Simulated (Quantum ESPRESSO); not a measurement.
# Zr (Zirconium): from the cell to the phonon bands, part 2 of 3

How does Zr (Zirconium) vibrate, and is this structure a minimum?

Quantum ESPRESSO 7.5; DFT PBEsol, scalar-relativistic, plane waves, PseudoDojo norm-conserving pseudopotentials.

So far. Step 2 (A first look): No gap opens on this mesh, so smearing is kept; the start stands at -3.4 GPa. Step 4 (Self-consistent run for the response): The cell stands at -0.017 GPa, close enough for phonons. The relaxed cell has a = 3.187, c = 5.112 Å (conventional setting).

## Step 7: Linear response on the mesh

Linear response treats each wavevector in the unit cell, with no supercell; the 3×3×2 mesh fixes the range of the force constants to be had. The change of the potential is kept for the electron-phonon matrix elements.

ph.in

```
phonons
&inputph
   prefix = 'x'
   outdir = './tmp'
   fildyn = 'x.dyn'
   tr2_ph = 1.0d-18
   alpha_mix(1) = 0.4
   nmix_ph = 8
   ldisp = .true.
   nq1 = 3
   nq2 = 3
   nq3 = 2
   electron_phonon = 'interpolated'
   fildvscf = 'dvscf'
   el_ph_sigma = 0.005
   el_ph_nsigma = 10
/
```

Command:

```bash
$ OMP_NUM_THREADS=1 mpirun -n 4 ph.x -nk 4 -in ph.in > ph.out
```

Numbers of over 12 decimals in the logs are rounded to 6 here.

Log:

```text
[banners, grids, parts of the stress and lines that vanish by symmetry left out]
[banner, memory and clock lines left out]
Program PHONON v.7.5

[...]
Exchange-correlation= PBESOL
                           (   1   4  10   8   0   0   0)
[...]
(   6 q-points):
[...]
kinetic-energy cut-off    =      66.0000  Ry
     charge density cut-off    =     264.0000  Ry
     convergence threshold     =      1.0E-18
[...]
Exchange-correlation= PBESOL
                           (   1   4  10   8   0   0   0)
[...]
q = (   0.0000000   0.0000000   0.0000000 )
     25 Sym.Ops. (with q -> -q+G )
     G cutoff =  242.4934  (  21973 G-vectors)     FFT grid: ( 32, 32, 50)
     number of k points=   135  Marzari-Vanderbilt smearing, width (Ry)=  0.0200
[...]
Mode symmetry, D_6h(6/mmm) point group:
[...]
Representation #   1 mode #   1
[...]
End of self-consistent calculation
     Convergence has been achieved
     Representation #   2 modes #   2   3
[...]
End of self-consistent calculation
     Convergence has been achieved
     Representation #   3 mode #   4
[...]
End of self-consistent calculation
     Convergence has been achieved
     Representation #   4 modes #   5   6
[...]
End of self-consistent calculation
     Convergence has been achieved
[...]
q = (    0.000000000   0.000000000   0.000000000 )
[...]
freq (    1) =       0.014393 [THz] =       0.480096 [cm-1]
     freq (    2) =       0.020661 [THz] =       0.689190 [cm-1]
     freq (    3) =       0.020661 [THz] =       0.689190 [cm-1]
     freq (    4) =       2.150323 [THz] =      71.727067 [cm-1]
     freq (    5) =       2.150323 [THz] =      71.727067 [cm-1]
     freq (    6) =       4.875112 [THz] =     162.616247 [cm-1]
[...]
Mode symmetry, D_6h(6/mmm) point group:
     freq (   1-   1) =          0.5  [cm-1]   --> A_2u            I
     freq (   2-   3) =          0.7  [cm-1]   --> E_1u            I
     freq (   4-   5) =         71.7  [cm-1]   --> E_2g            R
     freq (   6-   6) =        162.6  [cm-1]   --> B_1g
[...]
lambda(    1)=  0.0000   gamma=    0.04 GHz
     lambda(    2)=  0.0000   gamma=    0.03 GHz
     lambda(    3)=  0.0000   gamma=    0.03 GHz
     lambda(    4)=  0.5553   gamma=   33.99 GHz
     lambda(    5)=  0.5510   gamma=   33.72 GHz
     lambda(    6)=  0.2509   gamma=   78.95 GHz
[...]
Representation #   1 modes #   1   2
[...]
Convergence has been achieved
     Representation #   2 modes #   3   4   5   6
[...]
Convergence has been achieved
[...]
q = (    0.000000000   0.000000000  -0.311697727 )
[...]
freq (    1) =       1.460658 [THz] =      48.722319 [cm-1]
     freq (    2) =       1.460658 [THz] =      48.722319 [cm-1]
     freq (    3) =       1.460658 [THz] =      48.722319 [cm-1]
     freq (    4) =       1.460658 [THz] =      48.722319 [cm-1]
     freq (    5) =       4.135723 [THz] =     137.952879 [cm-1]
     freq (    6) =       4.135723 [THz] =     137.952879 [cm-1]
[...]
lambda(    1)=  0.3390   gamma=    9.58 GHz
     lambda(    2)=  0.3377   gamma=    9.54 GHz
     lambda(    3)=  0.3361   gamma=    9.49 GHz
     lambda(    4)=  0.3364   gamma=    9.50 GHz
     lambda(    5)=  0.0757   gamma=   17.13 GHz
     lambda(    6)=  0.0772   gamma=   17.49 GHz
[...]
Mode symmetry, C_2v (mm2)  point group:
[...]
Representation #   1 mode #   1
[...]
Convergence has been achieved
     Representation #   2 mode #   2
[...]
Convergence has been achieved
[...]
Convergence has been achieved
[...]
Convergence has been achieved
[...]
Convergence has been achieved
[...]
Convergence has been achieved
[...]
q = (    0.000000000   0.384900179   0.000000000 )
[...]
freq (    1) =       1.890533 [THz] =      63.061402 [cm-1]
     freq (    2) =       2.155435 [THz] =      71.897570 [cm-1]
[...]
Mode symmetry, C_2v (mm2)  point group:
     freq (   1-   1) =         63.1  [cm-1]   --> B_1  D_3  S_3
     freq (   2-   2) =         71.9  [cm-1]   --> B_2  D_4  S_4
     freq (   3-   3) =        141.7  [cm-1]   --> B_1  D_3  S_3
     freq (   4-   4) =        148.9  [cm-1]   --> A_1  D_1  S_1
     freq (   5-   5) =        165.6  [cm-1]   --> B_2  D_4  S_4
     freq (   6-   6) =        169.5  [cm-1]   --> A_1  D_1  S_1
[...]
lambda(    1)=  0.2238   gamma=   10.59 GHz
     lambda(    2)=  0.2103   gamma=   12.93 GHz
[...]
Convergence has been achieved
[...]
Convergence has been achieved
[...]
Convergence has been achieved
[...]
q = (    0.000000000   0.384900179  -0.311697727 )
[...]
Mode symmetry, D_3h (-62m) point group:
[...]
Representation #   1 mode #   1
[...]
Convergence has been achieved
     Representation #   2 mode #   2
[...]
Convergence has been achieved
     Representation #   3 modes #   3   4
[...]
Convergence has been achieved
     Representation #   4 modes #   5   6
[...]
Convergence has been achieved
[...]
q = (    0.333333333   0.577350269   0.000000000 )
[...]
freq (    5) =       4.472765 [THz] =     149.195393 [cm-1]
     freq (    6) =       6.243119 [THz] =     208.248021 [cm-1]
[...]
Mode symmetry, D_3h (-62m) point group:
     freq (   1-   2) =        127.5  [cm-1]   --> E''
     freq (   3-   4) =        147.3  [cm-1]   --> E'
     freq (   5-   5) =        149.2  [cm-1]   --> A'_2
     freq (   6-   6) =        208.2  [cm-1]   --> A'_1
[...]
lambda(    5)=  0.0773   gamma=   20.48 GHz
     lambda(    6)=  0.0330   gamma=   17.03 GHz
[...]
Representation #   1 modes #   1   2
[...]
Convergence has been achieved
     Representation #   2 modes #   3   4
[...]
End of self-consistent calculation
     Convergence has been achieved
     Representation #   3 modes #   5   6
[...]
End of self-consistent calculation
     Convergence has been achieved
[...]
q = (    0.333333333   0.577350269  -0.311697727 )
[...]
freq (    1) =       2.135358 [THz] =      71.227890 [cm-1]
     freq (    2) =       2.135358 [THz] =      71.227890 [cm-1]
     freq (    3) =       5.293439 [THz] =     176.570115 [cm-1]
     freq (    4) =       5.293439 [THz] =     176.570115 [cm-1]
     freq (    5) =       5.541493 [THz] =     184.844295 [cm-1]
     freq (    6) =       5.541493 [THz] =     184.844295 [cm-1]
[...]
lambda(    1)=  0.5799   gamma=   35.00 GHz
     lambda(    2)=  0.5861   gamma=   35.38 GHz
     lambda(    3)=  0.0476   gamma=   17.66 GHz
     lambda(    4)=  0.0473   gamma=   17.54 GHz
     lambda(    5)=  0.0789   gamma=   32.09 GHz
     lambda(    6)=  0.0794   gamma=   32.26 GHz
[...]
1   0.333333333   0.577350269  -0.311697727
          2  -0.333333333  -0.577350269   0.311697727


[key lines of the parts left out:]
the Fermi energy is    14.5483 ev
```

Wall time 1.7 h (4 MPI ranks of Arm Neoverse V1, shared host).

This step gave:

```yaml
largest_acoustic_frequency_at_the_zone_centre_before_the_sum_rule: 0.69 cm⁻¹
highest_optical_zone_centre_mode_no_lo_to_term: 162.6 cm⁻¹
lowest_optical_zone_centre_mode: 71.73 cm⁻¹
lowest_mode_on_the_q_mesh_acoustic_ones_at_the_zone_centre_apart: 48.72 cm⁻¹
```

Frequencies (cm⁻¹) at each irreducible wavevector; negative means imaginary. Frequencies by wavevector:

```csv
q (fractions),star,mode 1,mode 2,mode 3,mode 4,mode 5,mode 6
0 0 0,1,0.48,0.69,0.69,71.73,71.73,162.6
0 0 -0.5,1,48.72,48.72,48.72,48.72,137.9,137.9
0 0.3333 0,6,63.06,71.9,141.7,148.9,165.6,169.5
0 0.3333 -0.5,6,108.2,108.2,113.9,113.9,177.6,177.6
0.3333 0.3333 0,2,127.5,127.5,147.3,147.3,149.2,208.2
0.3333 0.3333 -0.5,2,71.23,71.23,176.6,176.6,184.8,184.8
```

Couplings of single modes at a Gaussian broadening of 0.02 Ry, as ph.x prints them; it sets λ to zero for modes under 20 cm⁻¹. Mode couplings:

```csv
q (fractions),mode,frequency (cm⁻¹),λ,linewidth γ (GHz)
0 0 -0.5,1,48.72,0.339,9.58
0 0 -0.5,2,48.72,0.3377,9.54
0 0 -0.5,3,48.72,0.3361,9.49
0 0 -0.5,4,48.72,0.3364,9.5
0 0 -0.5,5,137.9,0.0757,17.13
0 0 -0.5,6,137.9,0.0772,17.49
0 0.3333 0,1,63.06,0.2238,10.59
0 0.3333 0,2,71.9,0.2103,12.93
0 0.3333 0,3,141.7,0.0317,7.57
0 0.3333 0,4,148.9,0.1104,29.13
0 0.3333 0,5,165.6,0.0703,22.94
0 0.3333 0,6,169.5,0.0584,19.97
0 0.3333 -0.5,1,108.2,0.051,7.09
0 0.3333 -0.5,2,108.2,0.0532,7.4
0 0.3333 -0.5,3,113.9,0.0957,14.77
0 0.3333 -0.5,4,113.9,0.0937,14.46
0 0.3333 -0.5,5,177.6,0.0774,29.06
0 0.3333 -0.5,6,177.6,0.0798,29.93
0.3333 0.3333 0,1,127.5,0.1675,32.42
0.3333 0.3333 0,2,127.5,0.1684,32.59
0.3333 0.3333 0,3,147.3,0.1737,44.81
0.3333 0.3333 0,4,147.3,0.176,45.4
0.3333 0.3333 0,5,149.2,0.0773,20.48
0.3333 0.3333 0,6,208.2,0.033,17.03
0.3333 0.3333 -0.5,1,71.23,0.5799,35
0.3333 0.3333 -0.5,2,71.23,0.5861,35.38
0.3333 0.3333 -0.5,3,176.6,0.0476,17.66
0.3333 0.3333 -0.5,4,176.6,0.0473,17.54
0.3333 0.3333 -0.5,5,184.8,0.0789,32.09
0.3333 0.3333 -0.5,6,184.8,0.0794,32.26
```

The acoustic modes at Γ come out as far as 0.7 cm⁻¹ from zero, where they should vanish, a small numerical error.

## Step 8: Fourier transform to real space

The dynamical matrices of the mesh are Fourier-transformed to force constants in real space.

q2r.in

```
&input
   fildyn = 'x.dyn'
   zasr = 'crystal'
   flfrc = 'x.fc'
   la2F = .true.
/
```

Command:

```bash
$ q2r.x < q2r.in > q2r.out
```

Log:

```text
[banners, grids, parts of the stress and lines that vanish by symmetry left out]
[banner, memory and clock lines left out]
Program Q2R v.7.5

  reading grid info from file x.dyn0

  reading force constants from file x.dyn1
  Dielectric Tensor not found
  nqs=            1
 q=   0.00000000  0.00000000  0.00000000
  reading force constants from file x.dyn2
  nqs=            1
 q=   0.00000000  0.00000000 -0.31169773
  reading force constants from file x.dyn3
  nqs=            6
[...]
reading force constants from file x.dyn4
  nqs=            6
[...]
reading force constants from file x.dyn5
  nqs=            2
[...]
reading force constants from file x.dyn6
  nqs=            2
 q=   0.33333333  0.57735027 -0.31169773
 q=  -0.33333333 -0.57735027  0.31169773

      q-space grid ok, #points =   18

      fft-check success (sum of imaginary terms < 10^-12)

   Preparing gamma for a2F

 Broadening =      0.005
      q-space grid ok, #points =   18

      fft-check success (sum of imaginary terms < 10^-12)

 Broadening =      0.010
[...]
Broadening =      0.045
      q-space grid ok, #points =   18

      fft-check success (sum of imaginary terms < 10^-12)

 Broadening =      0.050
      q-space grid ok, #points =   18

      fft-check success (sum of imaginary terms < 10^-12)
```

It took 0.48 s on 1 thread.

## Step 9: Dispersion

From the force constants any wavevector is cheap; points of the mesh come back as solved, but for the sum rule and, in polar crystals, the LO-TO term at Γ; the rest is interpolation.

matdyn.in

```
&input
   asr = 'crystal'
   flfrc = 'x.fc'
   flfrq = 'x.freq'
   flvec = 'x.modes'
   q_in_band_form = .true.
   q_in_cryst_coord = .true.
/
12
  0.0000000   0.0000000   0.0000000  12  ! GAMMA
  0.5000000  -0.0000000   0.0000000  12  ! M
  0.3333333   0.3333333   0.0000000  12  ! K
  0.0000000   0.0000000   0.0000000  12  ! GAMMA
  0.0000000   0.0000000   0.5000000  12  ! A
  0.5000000  -0.0000000   0.5000000  12  ! L
  0.3333333   0.3333333   0.5000000  12  ! H
  0.0000000   0.0000000   0.5000000   1  ! A
  0.5000000  -0.0000000   0.5000000  12  ! L
  0.5000000  -0.0000000   0.0000000   1  ! M
  0.3333333   0.3333333   0.5000000  12  ! H
  0.3333333   0.3333333   0.0000000   1  ! K
```

Command:

```bash
$ matdyn.x -in matdyn.in > matdyn.out
```

Log:

```text
[banner, memory and clock lines left out]
Program MATDYN v.7.5

 mass for atomic type   1 not given; uses mass from file x.fc
 Norm of the difference between old and new effective charges:    0.000000

 Norm of the difference between old and new force-constants:   1.15578e-06

     Message from routine matdyn:
     Z* not found in file x.fc, TO-LO splitting at q=0 will be absent!
     Message from routine matdyn:
     Z* not found in file x.fc, TO-LO splitting at q=0 will be absent!

Note: The following floating-point exceptions are signalling: IEEE_UNDERFLOW_FLAG
```

The job ended after 0.47 s (1 thread).

This step gave:

* lowest frequency on the path: 0 cm⁻¹
* mean frequency: 128.2 cm⁻¹
* Debye temperature (second moment): 251 K
* logarithmic mean frequency: 119.9 cm⁻¹

Matdyn.x, sum rule crystal. Phonon branches along the path, in cm⁻¹:

```csv
point,branch 1,branch 2,branch 3,branch 4,branch 5,branch 6
Γ,0,0,0,72,72,163
M,69,92,159,161,178,187
K,128,128,147,147,149,208
Γ,0,0,0,72,72,163
A,49,49,49,49,138,138
L,121,121,122,122,192,192
H,71,71,177,177,185,185
A,49,49,49,49,138,138
jump to L,121,121,122,122,192,192
M,69,92,159,161,178,187
jump to H,71,71,177,177,185,185
K,128,128,147,147,149,208
```

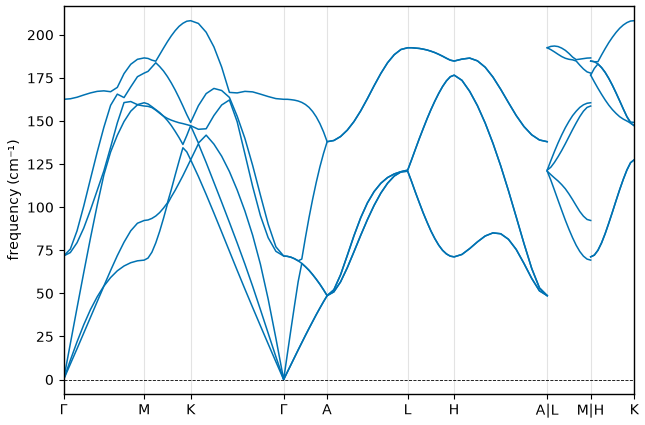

Phonon branches along the path.

Lowest modes at the softest wavevector of the mesh; phase exp(i q.(R + tau)). Modes at q = (0.000, 0.000, 0.500):

```csv
mode,frequency (cm⁻¹)
1,48.7
2,48.7
3,48.7
4,48.7
5,138.0
6,138.0
```

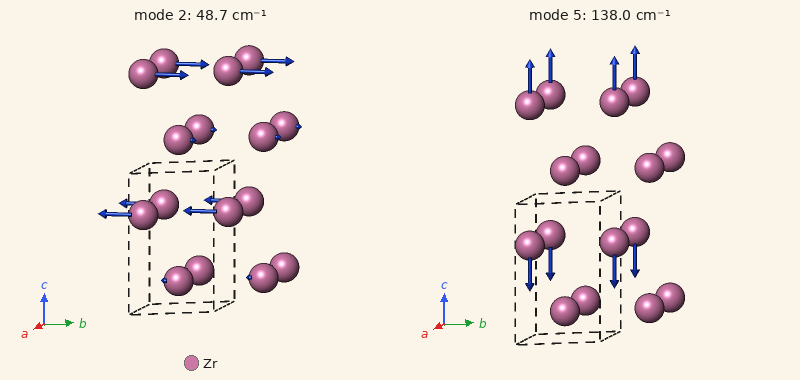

Displacement patterns of modes 2 and 5 at q = (0.000, 0.000, 0.500); arrows are exaggerated. 2×2×2 cells are drawn.

Force constants by pair (phonopy on the run's constants); pairs near half the supercell's span include their periodic images. Pair force constants, by row:

```csv
atom,neighbour,distance (Å),third of the trace (eV/Å²),along the pair's line (eV/Å²)
Zr1,itself,0,6.116,–
Zr1,Zr,3.149,-0.5479,-1.805
Zr1,Zr,3.187,-0.6153,-1.486
Zr1,Zr,4.48,0.2001,0.2402
Zr1,Zr,5.112,-0.12,-1.195
Zr1,Zr,5.498,0.0055,0.0792
Zr1,Zr,5.519,-0.034,0.0087
Zr1,Zr,6.024,-0.0358,-0.0259
Zr2,itself,0,6.116,–
Zr2,Zr,3.149,-0.5479,-1.805
Zr2,Zr,3.187,-0.6153,-1.486
Zr2,Zr,4.48,0.2001,0.2402
Zr2,Zr,5.112,-0.12,-1.195
Zr2,Zr,5.498,0.0055,0.0792
Zr2,Zr,5.519,-0.034,0.0087
Zr2,Zr,6.024,-0.0358,-0.0259
```

Harmonic mean-square displacement, third of the trace. Mean-square displacements:

```csv
T (K),Zr1 U_eq (Å²),Zr2 U_eq (Å²)
0,0.00169,0.00169
100,0.00319,0.00319
300,0.00847,0.00847
600,0.01671,0.01671
```

Mode patterns, pair constants, displacements and means over the zone were worked out by phonopy from the force constants of q2r.x.

All branches are real along the path.

## Step 10: Sums over the zone

Sums over the zone need many more wavevectors than were solved, so the interpolation is sampled on a dense mesh.

matdyn.in

```
&input
   asr = 'crystal'
   flfrc = 'x.fc'
   dos = .true.
   fldos = 'x.dos'
   nk1 = 16
   nk2 = 16
   nk3 = 9
   deltaE = 0.3
   la2F = .true.
/
```

Command:

```bash
$ matdyn.x -in matdyn.in > matdyn.out
```

Log:

```text
[banner, memory and clock lines left out]
Program MATDYN v.7.5

 mass for atomic type   1 not given; uses mass from file x.fc
 Norm of the difference between old and new effective charges:    0.000000

 Norm of the difference between old and new force-constants:   1.15578e-06

     Message from routine matdyn:
     Z* not found in file x.fc, TO-LO splitting at q=0 will be absent!
 Norm of the difference between old and new effective charges:    0.000000

 Norm of the difference between old and new force-constants:   3.25974e-05

 Norm of the difference between old and new effective charges:    0.000000

 Norm of the difference between old and new force-constants:   4.68083e-05

 Norm of the difference between old and new effective charges:    0.000000

 Norm of the difference between old and new force-constants:   9.14929e-05

 Norm of the difference between old and new effective charges:    0.000000

 Norm of the difference between old and new force-constants:   0.0002182

 Norm of the difference between old and new effective charges:    0.000000

 Norm of the difference between old and new force-constants:   0.00045241

 Norm of the difference between old and new effective charges:    0.000000

 Norm of the difference between old and new force-constants:   0.000759399

 Norm of the difference between old and new effective charges:    0.000000

 Norm of the difference between old and new force-constants:   0.00111307

 Norm of the difference between old and new effective charges:    0.000000

 Norm of the difference between old and new force-constants:   0.00150237

 Norm of the difference between old and new effective charges:    0.000000

 Norm of the difference between old and new force-constants:   0.00191877

 Norm of the difference between old and new effective charges:    0.000000

 Norm of the difference between old and new force-constants:   0.00235487

Note: The following floating-point exceptions are signalling: IEEE_UNDERFLOW_FLAG
```

Elapsed: 25 s, on 1 thread.

This step gave:

```yaml
share_of_modes_beyond_3i_cm_minus1_on_the_dense_interpolated_mesh: 0
zero_point_energy_per_atom: 23.83 meV
heat_capacity_at_300_k: 24.10 J/(mol atoms K)
vibrational_entropy_at_300_k: 39.16 J/(mol atoms K)
```

The phonon density of states has structure finer than the step of the table below, so its rows give means over 10 cm⁻¹, whole bins alone (the curve runs from 0 to 208 cm⁻¹). Peaks (cm⁻¹: height): 81.6: 0.0680, 159.6: 0.0570, 168.0: 0.0616, 186.0: 0.0630.

Tetrahedra. The phonon density of states by wavenumber; means over each step:

```csv
wavenumber (cm⁻¹),phonon density of states (1/cm⁻¹/cell)
10,2.8e-4
20,0.00125
30,0.00307
40,0.00592
50,0.00991
60,0.0158
70,0.0275
80,0.0551
90,0.0508
100,0.0413
110,0.0354
120,0.0269
130,0.0381
140,0.0431
150,0.0410
160,0.0490
170,0.0529
180,0.0536
190,0.0435
200,0.00528
```

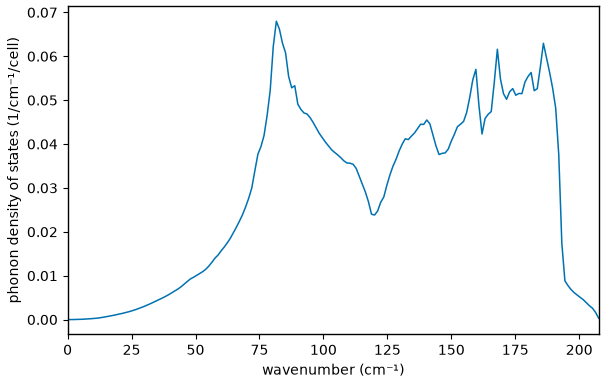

Phonon density of states, plotted against wavenumber.

Harmonic thermodynamic functions per atom, summed over the density of states scaled to three modes an atom; melting is ignored. Thermodynamic functions:

```csv
T (K),F_vib (meV/atom),S (J/mol-atom/K),C_V (J/mol-atom/K)
0,23.83,0,0
50,23.11,4.748,9.833
100,18.01,14.82,18.72
200,-5.62,29.57,23.1
300,-41.54,39.16,24.1
400,-85.92,46.16,24.46
500,-136.7,51.63,24.63
600,-192.6,56.13,24.73
700,-252.8,59.95,24.78
800,-316.7,63.26,24.82
900,-383.8,66.19,24.85
1000,-453.8,68.81,24.86
```

At 300 K the heat capacity has reached 97 % of the Dulong-Petit value.

## Step 11: Zone-centre analysis

A rigid shift of the crystal must cost nothing, but grids and finite bases break this; the acoustic sum rule is imposed before the matrix is diagonalised again.

dynmat.in

```
&input
   fildyn = 'x.dyn1'
   asr = 'crystal'
   fileig = 'dynmat.eig'
/
```

Command:

```bash
$ dynmat.x -in dynmat.in > dynmat.out
```

Log:

```text
[banner, memory and clock lines left out]
Program DYNMAT v.7.5

     Reading Dynamical Matrix from file x.dyn1
     ...Force constants read
     ...epsilon and Z* not read (not found on file)
     Acoustic Sum Rule: || Z*(ASR) - Z*(orig)|| =    0.000000E+00
     Acoustic Sum Rule: ||dyn(ASR) - dyn(orig)||=    4.903560E-06
     A direction for q was not specified:TO-LO splitting will be absent

     Polarizability (A^3 units)
     multiply by 1.000000 for Clausius-Mossotti correction
         0.000000    0.000000    0.000000
         0.000000    0.000000    0.000000
         0.000000    0.000000    0.000000

     IR activities are in (D/A)^2/amu units

# mode   [cm-1]    [THz]      IR
    1     -0.00   -0.0000    0.0000
    2     -0.00   -0.0000    0.0000
    3      0.00    0.0000    0.0000
    4     71.73    2.1503    0.0000
    5     71.73    2.1503    0.0000
    6    162.62    4.8751    0.0000
```

Run time: 0.46 s. Hardware: 1 thread.

Unit eigenvectors of the mass-weighted matrix after the sum rule; no LO-TO term. Modes at Γ:

```csv
mode,frequency (cm⁻¹),symmetry
1,0.0,acoustic
2,0.0,acoustic
3,0.0,acoustic
4,71.7,E2g
5,71.7,E2g
6,162.6,B1g
```

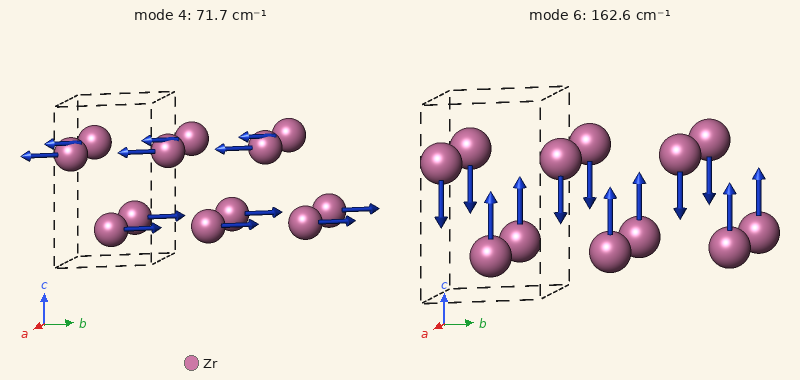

Displacement patterns of modes 4 and 6 at Γ; arrows are exaggerated. 2×3×1 cells are drawn.

The rule moves no optical mode by more than 0.1 cm⁻¹.

(Part 2 of 3 ends here.)

[Host names and launcher messages were left out of these logs when they were recorded.]

[Logs are printed without paths, hosts, clocks, repeated set-up lines and the standing remarks that a program may print on its own settings, such as how far it seeks lower states.]

[Hosts, paths, dates, database ids (printed as entryN), source tags and the programs' standing remarks are cut or masked in the printed files.]
